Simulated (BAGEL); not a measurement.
**doublet [C5H4O2]+ at 5 levels**

Wanted: a comparison of 5 runs (UHF/STO-3G, UHF/3-21G, ROHF/6-31G*, UHF/6-31G*, ROHF/def2-SVP) of doublet [C5H4O2]+. 

The results are computed with BAGEL 1.2.2.

## Step 1: The structure to begin with

[C5H4O2]+: 11 atoms, total charge +1, spin state doublet. SMILES of the parent species: `O=c1ccocc1`. The shape is that of a PBE0-D4/def2-TZVP optimisation. That shape belongs to the parent species and isn't relaxed for this state.

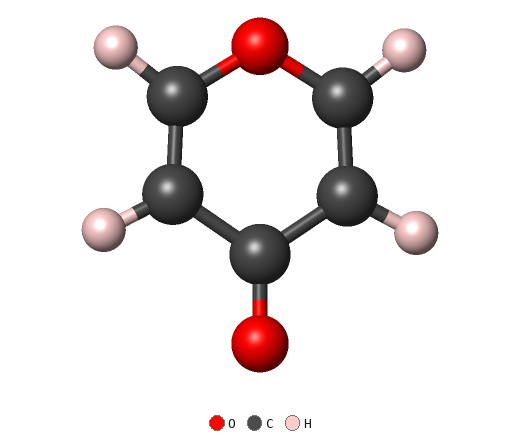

The structure, seen from a chosen angle (oxygen red, carbon dark grey, hydrogen pink).

## Step 2: A single-point energy at UHF/STO-3G (density fitting with cc-pvqz-jkfit) (run 1)

hf.json

```json
{ "bagel" : [

{
  "title" : "molecule",
  "basis" : "sto-3g",
  "df_basis" : "cc-pvqz-jkfit",
  "angstrom" : "true",
  "geometry" : [
    { "atom" : "O", "xyz" : [    0.368290,   -2.405260,   -0.429530 ] },
    { "atom" : "C", "xyz" : [    0.186680,   -1.219280,   -0.217740 ] },
    { "atom" : "C", "xyz" : [   -0.411980,   -0.697700,    1.007220 ] },
    { "atom" : "C", "xyz" : [   -0.586430,    0.616770,    1.183530 ] },
    { "atom" : "O", "xyz" : [   -0.236930,    1.547640,    0.276390 ] },
    { "atom" : "C", "xyz" : [    0.320100,    1.122810,   -0.872880 ] },
    { "atom" : "C", "xyz" : [    0.543900,   -0.164110,   -1.161140 ] },
    { "atom" : "H", "xyz" : [   -0.716800,   -1.391090,    1.780000 ] },
    { "atom" : "H", "xyz" : [   -1.022260,    1.071150,    2.063720 ] },
    { "atom" : "H", "xyz" : [    0.559130,    1.953880,   -1.523490 ] },
    { "atom" : "H", "xyz" : [    0.996320,   -0.434820,   -2.106090 ] }
  ]
},
{ "title" : "uhf", "charge" : 1, "nopen" : 1 },
{ "title" : "print", "file" : "orbitals.molden", "orbitals" : "true" }

]}
```

The run is started by

```bash
$ BAGEL_NUM_THREADS=1 BAGEL hf.json > hf.out
```

The program printed:

```text
* using 1 threads per process

  ===============================================================
  ===============================================================

  *** Geometry ***

  { "atom" : "O", "xyz" : [      0.695967,     -4.545283,     -0.811694 ] },
  { "atom" : "C", "xyz" : [      0.352774,     -2.304105,     -0.411469 ] },
  { "atom" : "C", "xyz" : [     -0.778529,     -1.318462,      1.903370 ] },
[... 7 lines of this table left out ...]
  { "atom" : "H", "xyz" : [      1.882772,     -0.821691,     -3.979933 ] },

  Number of auxiliary basis functions:      946

  Since a DF basis is specified, we compute 2- and 3-index integrals:
    o Being stored without compression. Storage requirement is 0.012 GB

  Number of basis functions:       39
  Number of electrons      :       50

    * METHOD: MOLECULE                             1.14

  *** Open-shell HF ***

  === Nuclear Repulsion ===
   275.7750548092

      * DIIS with orbital gradients will be used.

  === UHF iteration (sto-3g) ===
      0       -336.47318597          0.04247648           0.22
      1       -336.64117749          0.02966699           0.22
      2       -336.71949731          0.01740748           0.22
[... 19 lines of this table left out ...]
     22       -336.79050525          0.00000001           0.22
    * SCF iteration converged.

    * S^2 (UHF) is 1.4661

    * Permanent dipole moment:
           (    0.188523,    -1.231179,    -0.219877) a.u.

    * METHOD: UHF                                  5.33

    * METHOD: PRINT                                0.00

  ===============================================================
```

Run time: 6.9 s. Hardware: 1 thread of Arm Neoverse V2, shared host; peak memory 0.11 GiB.

## Step 3: The energy at UHF/3-21G (density fitting with cc-pvqz-jkfit) (run 2)

hf.json

```json
{ "bagel": [

{
  "title": "molecule",
  "basis": "3-21g",
  "df_basis": "cc-pvqz-jkfit",
  "angstrom": "true",
  "geometry": [
    { "atom": "O", "xyz": [    0.368290,   -2.405260,   -0.429530 ] },
    { "atom": "C", "xyz": [    0.186680,   -1.219280,   -0.217740 ] },
    { "atom": "C", "xyz": [   -0.411980,   -0.697700,    1.007220 ] },
    { "atom": "C", "xyz": [   -0.586430,    0.616770,    1.183530 ] },
    { "atom": "O", "xyz": [   -0.236930,    1.547640,    0.276390 ] },
    { "atom": "C", "xyz": [    0.320100,    1.122810,   -0.872880 ] },
    { "atom": "C", "xyz": [    0.543900,   -0.164110,   -1.161140 ] },
    { "atom": "H", "xyz": [   -0.716800,   -1.391090,    1.780000 ] },
    { "atom": "H", "xyz": [   -1.022260,    1.071150,    2.063720 ] },
    { "atom": "H", "xyz": [    0.559130,    1.953880,   -1.523490 ] },
    { "atom": "H", "xyz": [    0.996320,   -0.434820,   -2.106090 ] }
  ]
},
{
  "title": "uhf",
  "charge": 1,
  "nopen": 1
},
{
  "title": "print",
  "file": "orbitals.molden",
  "orbitals": "true"
}

]}
```

The run is started by

```bash
$ BAGEL_NUM_THREADS=1 BAGEL hf.json > hf.out
```

The program printed:

```text
* using 1 threads per process

  ===============================================================
  ===============================================================

  *** Geometry ***

  { "atom" : "O", "xyz" : [      0.695967,     -4.545283,     -0.811694 ] },
  { "atom" : "C", "xyz" : [      0.352774,     -2.304105,     -0.411469 ] },
  { "atom" : "C", "xyz" : [     -0.778529,     -1.318462,      1.903370 ] },
[... 7 lines of this table left out ...]
  { "atom" : "H", "xyz" : [      1.882772,     -0.821691,     -3.979933 ] },

  Number of auxiliary basis functions:      946

  Since a DF basis is specified, we compute 2- and 3-index integrals:
    o Being stored without compression. Storage requirement is 0.038 GB

  Number of basis functions:       71
  Number of electrons      :       50

    * METHOD: MOLECULE                             1.16

  *** Open-shell HF ***

  === Nuclear Repulsion ===
   275.7750548092

      * DIIS with orbital gradients will be used.

  === UHF iteration (3-21g) ===
      0       -338.79684318          0.04515038           0.43
      1       -338.58736309          0.07014000           0.44
      2       -338.29105005          0.08157226           0.43
[... 23 lines of this table left out ...]
     26       -339.17094910          0.00000001           0.43
    * SCF iteration converged.

    * S^2 (UHF) is 0.7687

    * Permanent dipole moment:
           (    0.039783,    -0.259769,    -0.046392) a.u.

    * METHOD: UHF                                 12.05

    * METHOD: PRINT                                0.01

  ===============================================================
```

Run time: 14 s. Hardware: 1 thread of Arm Neoverse V2, shared host; peak memory 0.18 GiB.

Runs 3 to 4 aren't shown in full; the table further down has their settings and results.

## Step 4: A single-point energy at ROHF/def2-SVP (density fitting with cc-pvqz-jkfit) (run 5)

input.json

```json
{ "bagel": [

{
  "title": "molecule",
  "basis": "svp",
  "df_basis": "cc-pvqz-jkfit",
  "angstrom": "true",
  "geometry": [
    { "atom": "O", "xyz": [       0.368290,      -2.405260,      -0.429530 ] },
    { "atom": "C", "xyz": [       0.186680,      -1.219280,      -0.217740 ] },
    { "atom": "C", "xyz": [      -0.411980,      -0.697700,       1.007220 ] },
    { "atom": "C", "xyz": [      -0.586430,       0.616770,       1.183530 ] },
    { "atom": "O", "xyz": [      -0.236930,       1.547640,       0.276390 ] },
    { "atom": "C", "xyz": [       0.320100,       1.122810,      -0.872880 ] },
    { "atom": "C", "xyz": [       0.543900,      -0.164110,      -1.161140 ] },
    { "atom": "H", "xyz": [      -0.716800,      -1.391090,       1.780000 ] },
    { "atom": "H", "xyz": [      -1.022260,       1.071150,       2.063720 ] },
    { "atom": "H", "xyz": [       0.559130,       1.953880,      -1.523490 ] },
    { "atom": "H", "xyz": [       0.996320,      -0.434820,      -2.106090 ] }
  ]
},

{ "title": "rohf", "charge": 1, "nopen": 1 },

{ "title": "print", "file": "orbitals.molden", "orbitals": "true" }

]}
```

The run is started by

```bash
$ BAGEL_NUM_THREADS=1 BAGEL input.json > input.out
```

The program printed:

```text
* using 1 threads per process

  ===============================================================
  ===============================================================

  *** Geometry ***

  { "atom" : "O", "xyz" : [      0.695967,     -4.545283,     -0.811694 ] },
  { "atom" : "C", "xyz" : [      0.352774,     -2.304105,     -0.411469 ] },
  { "atom" : "C", "xyz" : [     -0.778529,     -1.318462,      1.903370 ] },
[... 7 lines of this table left out ...]
  { "atom" : "H", "xyz" : [      1.882772,     -0.821691,     -3.979933 ] },

  Number of auxiliary basis functions:      946

  Since a DF basis is specified, we compute 2- and 3-index integrals:
    o Being stored without compression. Storage requirement is 0.105 GB

  Number of basis functions:      118
  Number of electrons      :       50

    * METHOD: MOLECULE                             1.37

  *** Open-shell HF ***

  === Nuclear Repulsion ===
   275.7750548092

      * DIIS with orbital gradients will be used.

  === ROHF iteration (svp) ===
      0       -340.43693737          0.03017220           0.81
      1       -340.25788472          0.04477197           0.80
      2       -339.95311321          0.05210450           0.80
[... 15 lines of this table left out ...]
     18       -340.80612820          0.00000001           0.80
    * SCF iteration converged.

    * S^2 (ROHF) is 0.7500

    * Permanent dipole moment:
           (    0.032852,    -0.214493,    -0.038307) a.u.

    * METHOD: ROHF                                15.88

    * METHOD: PRINT                                0.02

  ===============================================================
```

Wall time 18 s (1 thread of Arm Neoverse V2, shared host); peak memory 0.31 GiB.

## Step 5: All runs side by side

| run | level | energy (Eh) | ⟨S²⟩ | wall time |
| --- | --- | --- | --- | --- |
| 1 | UHF/STO-3G (density fitting with cc-pvqz-jkfit) | -336.790505 | 1.466 | 6.9 s |
| 2 | UHF/3-21G (density fitting with cc-pvqz-jkfit) | -339.170949 | 0.769 | 14 s |
| 3 | ROHF/6-31G* (density fitting with cc-pvqz-jkfit, spherical functions) | -341.071834 | 0.750 | 16 s |
| 4 | UHF/6-31G* (density fitting with cc-pvqz-jkfit, spherical functions) | -341.077493 | 0.769 | 21 s |
| 5 | ROHF/def2-SVP (density fitting with cc-pvqz-jkfit) | -340.806128 | 0.750 | 18 s |

## Step 6: Outcome

```
           quantity          value
run 5: total energy  -340.80613 Eh
        run 5: ⟨S²⟩          0.750
```

In run 1 the basis is minimal, so the values are rough. Spin contamination of the reference: run 1 ⟨S²⟩ = 1.47. Where it is this large, the reference is a mixture of spin states, and values that rest on it are in doubt. All runs together took 75 s, the longest 21 s.
